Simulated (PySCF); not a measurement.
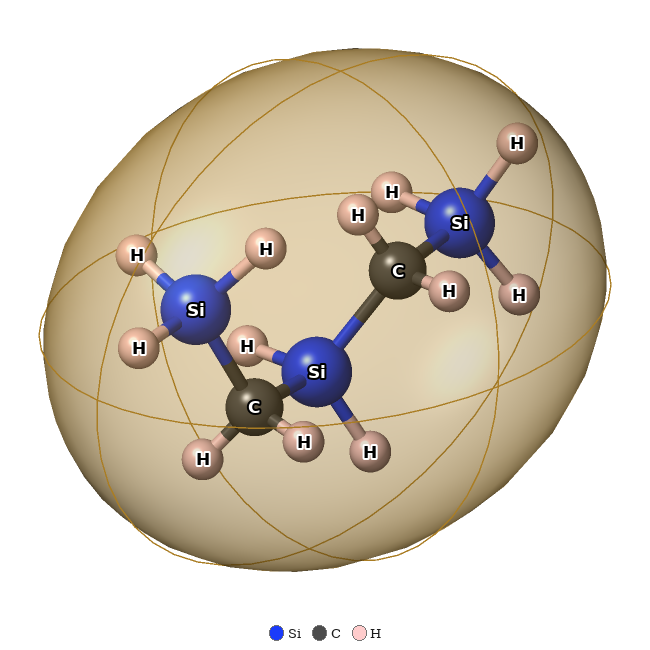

The ellipsoid shows the static dipole polarisability: its half-axes are proportional to the principal values. The geometry was computed by an optimisation with GFN2-xTB. No frequency run is at hand to confirm it as a minimum. Level of theory: B3LYP/def2-SVPD (PySCF 2.14.0).

Question: How large and how anisotropic is the polarisability?

Answer: Principal values 91.5, 101.7, 129.5 bohr³; mean 107.6 bohr³ (15.94 Å³); anisotropy 34.1 bohr³, so the longest axis is 1.42 times the shortest.

The geometry is semi-empirical. Around Si such bond lengths and angles can be off by a tenth of an ångström or more and by several degrees, and values that hang on the shape move with them.
